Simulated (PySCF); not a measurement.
SMILES CC[Si](N)(N)N (C2H11N3Si) at its GFN2-xTB optimised geometry (Å):

```
17

C     -0.4046    -1.2079     2.8725
C     -0.8608    -1.9214     1.6057
Si    -0.2594    -1.0911     0.0000
N      1.4693    -1.0911     0.0000
N     -0.6283    -1.9268    -1.4803
N     -0.9587     0.4980     0.0000
H      0.6800    -1.2242     2.9446
H     -0.7286    -0.1704     2.8623
H     -0.8122    -1.6887     3.7615
H     -0.5081    -2.9528     1.6366
H     -1.9514    -1.9712     1.6043
H      1.9229    -0.8380    -0.8626
H      1.9257    -0.6258     0.7668
H     -0.1033    -2.7642    -1.6726
H     -1.5990    -2.0892    -1.6939
H     -1.9257     0.5965     0.2626
H     -0.7663     1.0911    -0.7915
```

Method: PBE0/def2-SVP (PySCF 2.14.0).

Map of the HOMO−1 amplitude (bohr^(-3/2)) on the plane z = 1.2 Å; orbital energy -6.88 eV, overall sign arbitrary:

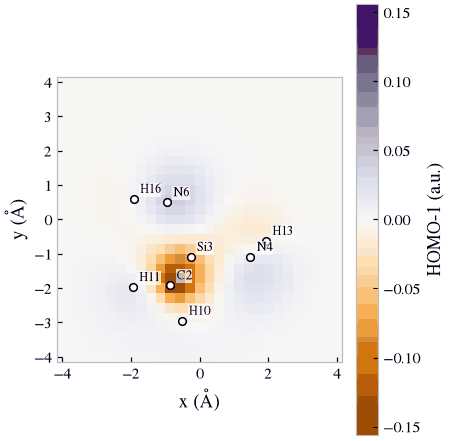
Fig. 1. HOMO−1 amplitude (bohr^(-3/2)) on the plane z = 1.2 Å.
